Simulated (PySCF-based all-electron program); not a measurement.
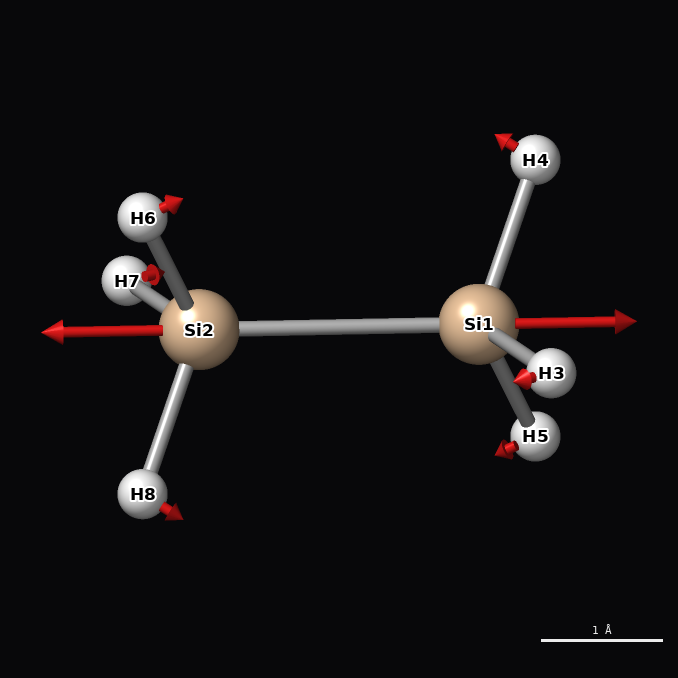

Arrows show the forces on the atoms, 0.3 Å of arrow for 1 eV/Å; forces under a tenth of the largest aren't drawn. The species has charge +1 and is a spin doublet. Level of theory: PBE, all-electron, scalar-relativistic (spin-free Dirac), large uncontracted Gaussian sets (PySCF-based all-electron program).

**Which bond do the forces act along most?**

Si1–Si2, now 2.335 Å: the forces push its atoms apart, so a first step downhill lengthens it.

List the force components in the frame of the picture (x right, y up, z towards the viewer), in eV/Å.

```csv
atom,Fx,Fy,Fz
Si1,3.39,0.06,−0.20
Si2,−3.39,−0.06,0.20
H3,−0.57,−0.13,0.42
H4,−0.61,0.38,−0.05
H5,−0.61,−0.28,−0.26
H6,0.61,0.28,0.26
H7,0.57,0.13,−0.42
H8,0.61,−0.38,0.05
```
